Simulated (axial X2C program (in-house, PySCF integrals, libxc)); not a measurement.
**Linear GaNC at several levels**

Aim: the two bond lengths and stretching wavenumbers of linear GaNC, with and without spin–orbit coupling, at PBE0, HF, PBE, MP2.

Method: all-electron X2C, two-component (2c) or spin-free, Ga dyall-v3z, N dyall-av3z, C dyall-v3z; program: an in-house X2C program for linear molecules on PySCF integrals.

All values are calculated.

1 further run of the same task is left out (set aside as unsound or not needed).

### Step 1. The job

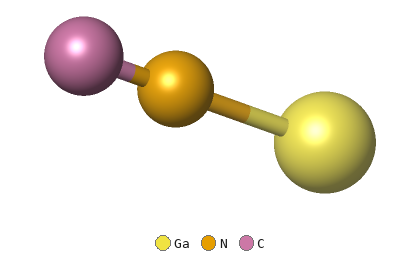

The atoms on one line, bonds 1.900 and 1.170 Å (gallium yellow, nitrogen amber, carbon pink).

The input, task.json:

```json
{"zs": [31, 7, 6], "q": 0, "bas": ["dyall-v3z", "dyall-av3z", "dyall-v3z"], "r0": [1.9, 1.17], "symm": 0, "scan": ["PBE0", "HF", "PBE"], "levels": ["PBE0", "HF", "PBE"], "nst": 2}
```

Keys: zs atomic numbers; q charge; bas basis sets; r0 starting distance in Å; symm equal bonds; scan levels of the two-bond scan (MP2 follows by itself at each HF point); levels methods; nst determinants followed.

Launch:

```sh
$ python solin.py task.json out
```

Masses Ga 68.926, N 14.003, C 12.000 u.

### Step 2. Scan at PBE0, 2c

State: Ω = 0 (all partner blocks equally filled). Energies above the lowest point, from the job's result record:

| r(Ga–N) (Å) | r(N–C) (Å) | E (meV) |
| --- | --- | --- |
| 1.8964 | 1.1466 | 63.92 |
| 1.8964 | 1.1760 | 16.99 |
| 1.8964 | 1.2054 | 61.25 |
| 1.9450 | 1.1466 | 45.82 |
| 1.9450 | 1.1760 | 0.00 |
| 1.9450 | 1.2054 | 45.34 |
| 1.9450 | 1.2348 | 165.82 |
| 1.9936 | 1.1466 | 56.87 |
| 1.9936 | 1.1760 | 12.05 |
| 1.9936 | 1.2054 | 58.39 |
| 2.0423 | 1.1760 | 47.20 |
| 2.0423 | 1.2348 | 216.78 |

A quadratic surface with cubic terms in each bond gives the minimum at 1.948 and 1.175 Å, force constants 1.95, 17 and coupling 0.11 mdyn/Å.

### Step 3. Scan at HF, 2c

State: Ω = 0 (all partner blocks equally filled). Energies above the lowest point, from the job's result record:

```
r(Ga–N) (Å)  r(N–C) (Å)  E (meV)
     1.8964      1.1466    12.02
     1.8964      1.1760    26.51
     1.8964      1.2054   135.11
     1.9450      1.1466     0.00
     1.9450      1.1760    16.03
     1.9450      1.2054   126.16
     1.9450      1.2348   314.12
     1.9936      1.1466    17.92
     1.9936      1.1760    35.37
     1.9936      1.2054   146.89
     2.0423      1.1760    78.08
     2.0423      1.2348   381.49
```

A quadratic surface with cubic terms in each bond gives the minimum at 1.938 and 1.157 Å, force constants 2.09, 19.4 and coupling 0.16 mdyn/Å.

### Step 4. Scan at PBE, 2c

State: Ω = 0 (all partner blocks equally filled). Energies above the lowest point, from the job's result record:

```
r(Ga–N) (Å)  r(N–C) (Å)  E (meV)
     1.8964      1.1466   116.76
     1.8964      1.1760    33.36
     1.8964      1.2054    40.09
     1.9450      1.1466    84.43
     1.9450      1.1760     1.97
     1.9450      1.2054     9.62
     1.9450      1.2348    91.41
     1.9936      1.1466    81.61
     1.9936      1.1760     0.00
     1.9936      1.2054     8.48
     2.0423      1.1760    21.57
     2.0423      1.2348   114.18
```

A quadratic surface with cubic terms in each bond gives the minimum at 1.972 and 1.188 Å, force constants 1.77, 15.5 and coupling 0.09 mdyn/Å.

### Step 5. The levels side by side

| level | r(Ga–N) (Å) | r(N–C) (Å) | lower stretch (cm⁻¹) | upper stretch (cm⁻¹) |
| --- | --- | --- | --- | --- |
| PBE0, 2c | 1.948 | 1.175 | 414.3 | 2131.3 |
| HF, 2c | 1.938 | 1.157 | 429.5 | 2275.8 |
| PBE, 2c | 1.972 | 1.188 | 395.0 | 2039.3 |
| MP2, 2c | 1.950 | 1.190 | 412.5 | 2032.8 |
| PBE0, spin-free | 1.948 | 1.175 | 414.5 | 2131.2 |
| HF, spin-free | 1.938 | 1.157 | 429.7 | 2275.7 |
| PBE, spin-free | 1.972 | 1.188 | 395.3 | 2039.2 |
| MP2, spin-free | 1.950 | 1.190 | 412.7 | 2032.6 |

Scans not shown above were run alike.

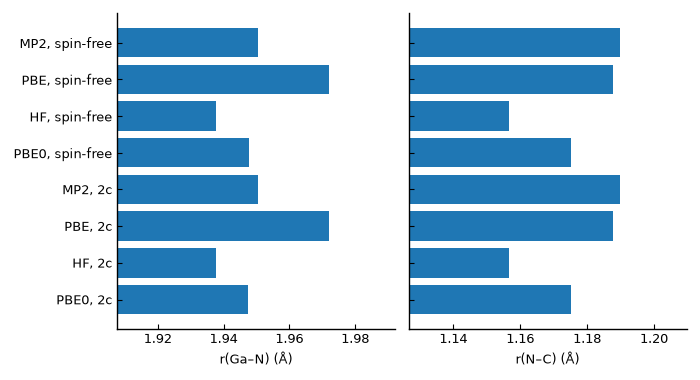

The two bond lengths by level.

In words: Over the levels the Ga–N bond spans 1.938 to 1.972 Å and the N–C bond 1.157 to 1.190 Å. At PBE0 spin–orbit coupling leaves both bonds unchanged to 0.001 Å. Each state is one determinant, the lowest of a limited PBE0 search; the stretches come from a fit to few points and are good to some per cent at best. MP2 freezes inner shells (threshold -2 hartree). The molecule was held linear; bending was not examined, so a bent shape may lie lower.
